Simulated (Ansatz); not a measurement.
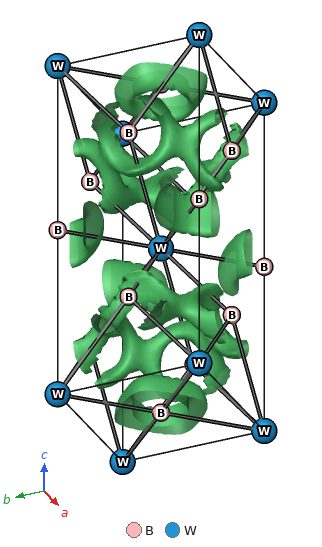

Figure 1: B3W. Isosurface of the electron localisation function at 0.65 (green), seen at an oblique angle. Only the valence region is drawn (cores and ρ < 0.01 e/Å³ removed). Sticks mark near contacts.

Space group I4/mmm; started from the TiAl3 (D0_22)_139 prototype, which need not be the ambient phase; computed without spin polarisation.

Computed with Ansatz, DFT PBE, scalar-relativistic, plane waves, PAW.

Core electrons are frozen (PAW), and the valence fields are smoothed inside the atomic spheres.

The calculation's input:

```
crystal:
  lattice:
    - [-1.5393305582, 1.5393305582, 3.6782345284]
    - [1.5393305582, -1.5393305582, 3.6782345284]
    - [1.5393305582, 1.5393305582, -3.6782345284]
  atoms:
    - { symbol: B, position: [0.5, 0.5, 0.0] }
    - { symbol: B, position: [0.25, 0.75, 0.5] }
    - { symbol: B, position: [0.75, 0.25, 0.5] }
    - { symbol: W, position: [0.0, 0.0, 0.0] }
basis:
  ecutwfc: 420
kpoints:
  mp_grid: { grid: [20, 20, 20] }
hamiltonian:
  xc: pbe
scf:
  occupations: { method: gaussian, width: 0.1 }
output:
  forces: true
  stress: true
  eigenvalues: true
  write_density: true
  write_potential: true
  elf: true
  volumetric_format: npy
relax:
  adjacent_minimum: "off"
  f_tol: 0.01
  max_steps: 80
  cell: { stress_tol: 0.05 }
```

Command:

```sh
ansatz run input.yaml --threads 1 --pin off --max-ram 2560MiB --backend cpu --events-out ev --progress --plain --runs-dir out
```

Below, planes, directions and counts refer to the conventional cell (a = 3.08 Å, b = 3.08 Å, c = 7.37 Å, α = 90.00°, β = 90.00°, γ = 90.00°).

The fields are those of the relaxed geometry.

Identify the bonds, lone pairs and shells in this picture.

The surface consists of two regions wrapped around B (the valence shell of each) and sheets that run through the cell in two directions, counted in one cell of 8 atoms. Regions shared between cells count once. Along the contacts the grid gives the following. B–W (2.17 Å): the ELF peaks at about 0.75 in the valence shell of B, 0.7 Å from its nucleus, and is about 0.35 at the midpoint. B–W (2.40 Å): the ELF peaks at about 0.70 in the valence shell of B, 0.8 Å from its nucleus, and is about 0.30 at the midpoint.
